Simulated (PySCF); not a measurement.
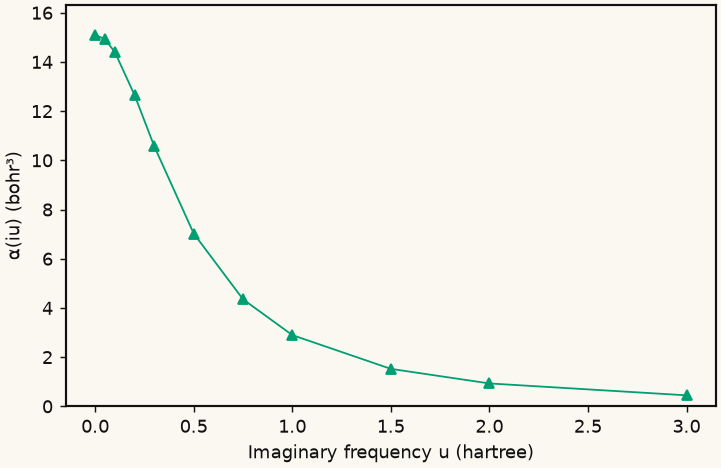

*Dipole polarisability at imaginary frequency of Sb²⁺ ([Kr] 4d¹⁰ 5s² 5p). Coupled response at the M06 level; PySCF, aug-cc-pVDZ-PP with a 28-electron core potential, unrestricted single determinants, no spin-orbit coupling.*

The static dipole polarisability is 15.1 bohr³; α(iu) falls to half of it near u = 0.46 hartree. The Casimir–Polder integral gives C₆ = 80.3 hartree bohr⁶ for two such species.

## Atomic calculation for Sb²⁺

Sb²⁺, configuration 1s2 2s2 2p6 3s2 3p6 3d10 4s2 4p6 4d10 5s2 5p1, multiplicity 2. Computed at this level: unrestricted M06, aug-cc-pVDZ-PP with ECP28, scalar-relativistic core potential (PySCF).

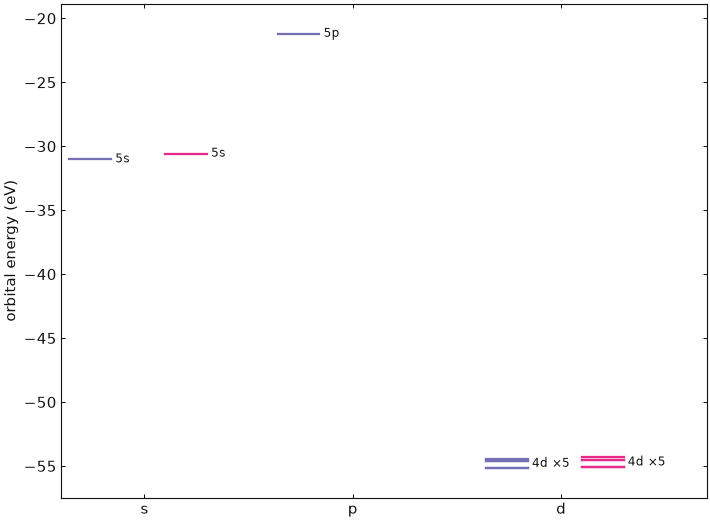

*Orbital energies of the mean field, from the top down to −55.1 eV, by angular momentum, α spin at the left of each column and β at the right; ×n counts the orbitals under one label.*

The highest filled orbital is 5p α at −21.2 eV, the lowest empty one p α at −19.4 eV.

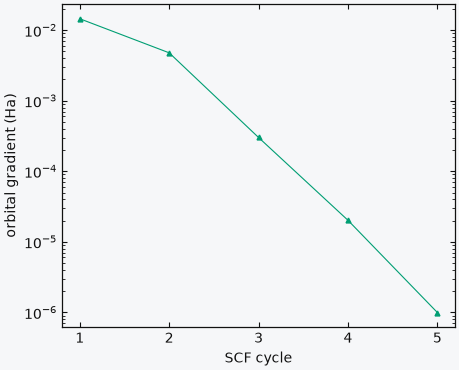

*Convergence: orbital gradient against the SCF cycle.*

The residual falls at every step. It goes from 0.015 to 1.0×10⁻⁶ in 5 steps.

These pictures come from the run below.

**The input**
```python
from pyscf import gto, scf, dft, mp, cc
mol = gto.M(atom="Sb 0 0 0", charge=2, spin=1, symmetry="D2h",
            basis="aug-cc-pVDZ-PP",
            ecp="aug-cc-pVDZ-PP")
mf = dft.UKS(mol, xc="M06")
mf.irrep_nelec = {'Ag': (4, 4), 'B1g': (1, 1), 'B2g': (1, 1), 'B3g': (1, 1), 'B1u': (1, 1), 'B2u': (2, 1), 'B3u': (1, 1)}
mf.kernel()
```

The script is an equivalent of what the driver set up; the driver started from orbitals of its own, so the log can be shorter than this script's would be, and it computed the properties (radii, ⟨L²⟩, response) afterwards. It held the occupations shell by shell, which the script's counts by irreducible representation don't always enforce.

**The program's output (extracts)**
```
damping factor = 0
level_shift factor = 0
DIIS = <class 'pyscf.scf.diis.CDIIS'>
diis_start_cycle = 1
diis_space = 10
diis_damp = 0
SCF conv_tol = 1e-09
SCF conv_tol_grad = None
number electrons alpha = 11  beta = 10
XC functionals = M06
    Y. Zhao and D. G. Truhlar.,  Theor. Chem. Acc. 120, 215 (2008)
    Y. Zhao and D. G. Truhlar.,  Theor. Chem. Acc. 120, 215 (2008)
cycle= 1 E= -239.351037874513  delta_E= -0.00491  |g|= 0.0145  |ddm|= 0.405
cycle= 2 E= -239.351108167129  delta_E= -7.03e-05  |g|= 0.00477  |ddm|= 0.0542
cycle= 3 E= -239.351115720722  delta_E= -7.55e-06  |g|= 0.000301  |ddm|= 0.00979
cycle= 4 E= -239.351115784668  delta_E= -6.39e-08  |g|= 2.02e-05  |ddm|= 0.00159
cycle= 5 E= -239.351115785053  delta_E= -3.85e-10  |g|= 9.96e-07  |ddm|= 0.000125
converged SCF energy = -239.351115785053  <S^2> = 0.75067829  2S+1 = 2.0006782
```

**Summary**

| quantity | value |
| --- | --- |
| outcome | converged |
| total energy (valence electrons, under a core potential) | −239.351116 hartree |
| ⟨S²⟩ | 0.751 |
| ⟨L²⟩ | 2.00 |
| static polarisability | 15.1 bohr³ |
| C₆ of the like pair | 80.3 hartree bohr⁶ |
| SCF iterations | 5 |
| hardware | 1 CPU thread, shared host |
| CPU time | 3.9 s (integrals apart) |
